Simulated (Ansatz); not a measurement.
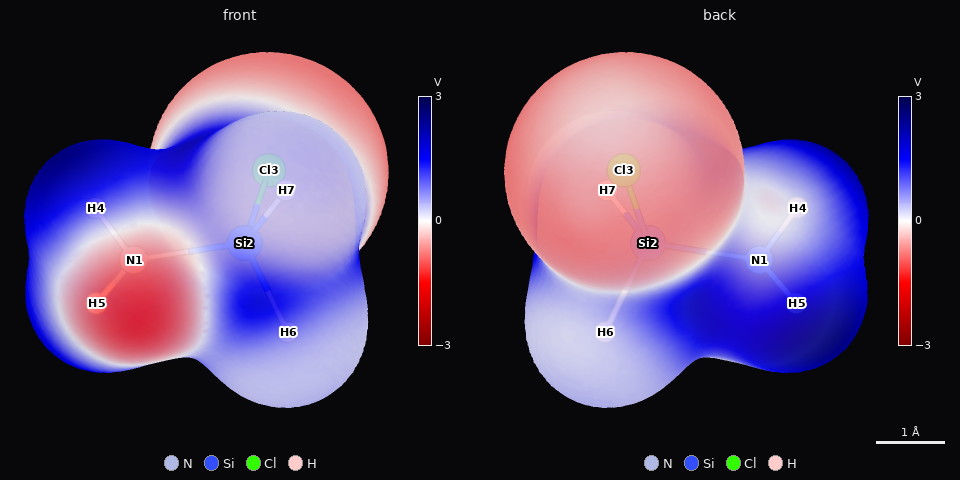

Figure 1: ClH4NSi (SMILES N[SiH2]Cl). The electrostatic potential painted on the density surface at 0.004 e/bohr³, seen from the front and from behind; the colour scale runs from red (negative) to blue (positive).

The calculation used Ansatz 0.2.0, RKS PBE0/def2-SVP.

```yaml
atoms:
  - { symbol: N, position_ang: [-0.8529, 0.1419, -0.6825] }
  - { symbol: Si, position_ang: [0.5622, 0.1199, 0.2842] }
  - { symbol: Cl, position_ang: [0.7825, -1.5647, 1.4986] }
  - { symbol: H, position_ang: [-0.9313, -0.4815, -1.4786] }
  - { symbol: H, position_ang: [-1.7584, 0.2943, -0.2520] }
  - { symbol: H, position_ang: [0.5166, 1.2867, 1.2030] }
  - { symbol: H, position_ang: [1.7425, 0.1354, -0.6184] }
```

Q: Describe the electrostatic potential map.

A: The most negative region (about −1.2 V, or −28 kcal/mol for a unit charge) lies over N1, the most positive (about +2.5 V, or +58 kcal/mol for a unit charge) over H4 and H5. N1 is the likeliest acceptor of a hydrogen bond.
